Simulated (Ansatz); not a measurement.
**Computed energy against volume: TiN (rock salt)**

TiN (rock salt)

Space group Fm-3m (No. 225); a = 4.247 Å, b = 4.247 Å, c = 4.247 Å, α = 90.00°, β = 90.00°, γ = 90.00°

| atom | site | symmetry | x | y | z |
|---|---|---|---|---|---|
| N | 4a | m-3m | 0.0000 | 0.0000 | 0.0000 |
| Ti | 4b | m-3m | 0.5000 | 0.5000 | 0.5000 |
(The calculation used a cell of 2 atoms; values per cell refer to that cell.)

E(V) scan at fixed shape, V₀ the volume above. Symmetry pins the atoms to their sites.

Calculation: PBE (plane waves to 420 eV, PAW, scalar-relativistic; Ansatz, a quantum-chemistry and plane-wave program). k mesh 19×19×19 (Γ-centred), Fermi-Dirac smearing 0.05 eV. Energies are smeared free energies. TiN is run without spin polarisation. TiN was relaxed with its symmetry unable to fall. ΔE is measured from the relaxed starting cell.

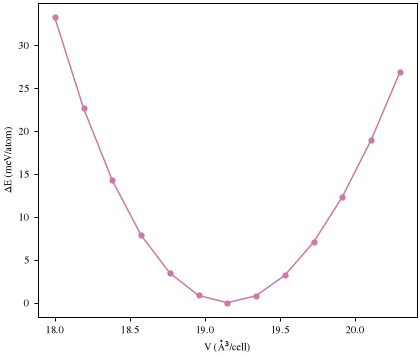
Figure: ΔE (meV/atom) against V (Å³/cell); computed points joined by lines.

The bulk modulus B₀ (third-order Birch-Murnaghan fit) comes out as 277 GPa and the energy cost of the largest expansion is 27 meV/atom. The energy cost of the largest compression comes out as 33 meV/atom and the pressure at the smallest volume is 19.5 GPa. The pressure derivative B₀′ (fit) is 4.3.

(Under strain, the slope of the energy per volume gives the stress and its curvature an elastic modulus.)
